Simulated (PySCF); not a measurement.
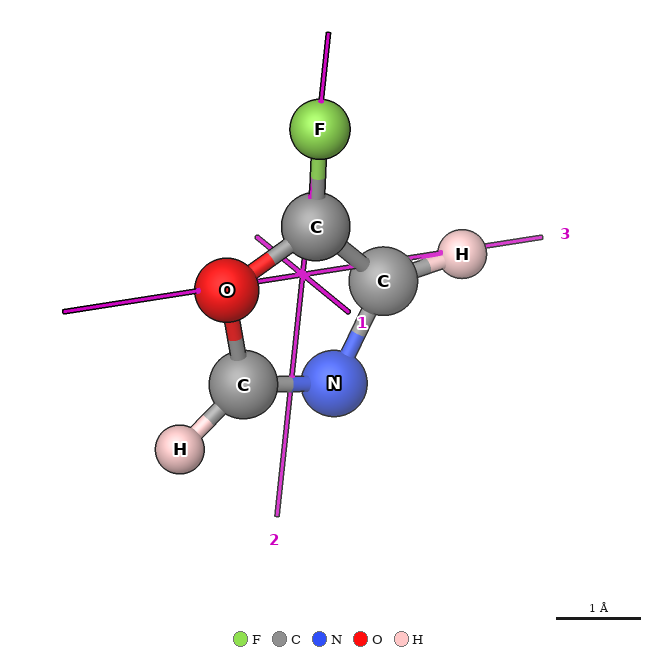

The three principal axes of inertia are drawn and numbered. Atoms fade into the background with distance from the viewer. The geometry was computed by an optimisation with PBE0-D3(BJ)/def2-SVP. No frequency run is at hand to confirm it as a minimum. Masses are those of the most abundant isotopes; constants are for the rigid equilibrium geometry.

Question: Which line is the a axis (least moment of inertia), which b and which c?

Answer: a is line 2, b is line 3, c is line 1; the moments are 51.1, 134, 185 u Å².

Question: What kind of rotor is it, and what are its rotational constants in cm⁻¹?

Answer: An asymmetric top (Cs): A = 0.330, B = 0.126, C = 0.0910 cm⁻¹. Ray's parameter κ is −0.71, nearer the prolate limit.
